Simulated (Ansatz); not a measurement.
System: ClF5Mo (SMILES [F][Mo]([F])([F])([F])([F])[Cl]).

```xyz
7

F     0.0855   -1.0691    1.5220
Mo    0.0016   -0.0196    0.0279
F    -1.8151   -0.0944    0.1317
F     0.0053   -1.5349   -0.9822
F     1.8223    0.0043   -0.0034
F     0.0021    1.4446    1.1108
Cl   -0.1016    1.2691   -1.8068
```

Geometry: PBE0-D4/def2-TZVP; core potentials replace the inner electrons of Mo.

Theory: RKS PBE0-D4/def2-TZVPP (Ansatz 0.2.0).

> What will maps of the electron density and electron localisation function show?

Mo–F (1.83 Å): ρ at the midpoint is about 1.3 e/Å³; the ELF peaks at about 0.80 in the valence shell of F, 0.5 Å from its nucleus, and drops to about 0.25 between the two atoms.
Mo–Cl (2.24 Å): the density is about 0.79 e/Å³ at the midpoint; the ELF peaks at about 0.80 in the valence shell of Cl, 0.8 Å from its nucleus, and is about 0.40 at the midpoint.

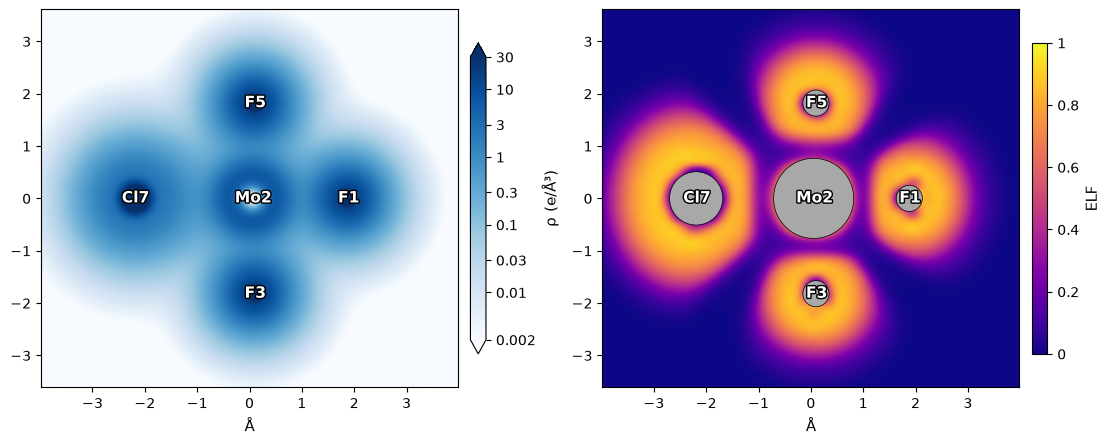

Computed electron density and electron localisation function on the plane of atoms F5, Mo2 and Cl7, in this order. Grey discs cover the atomic cores in the ELF map. 
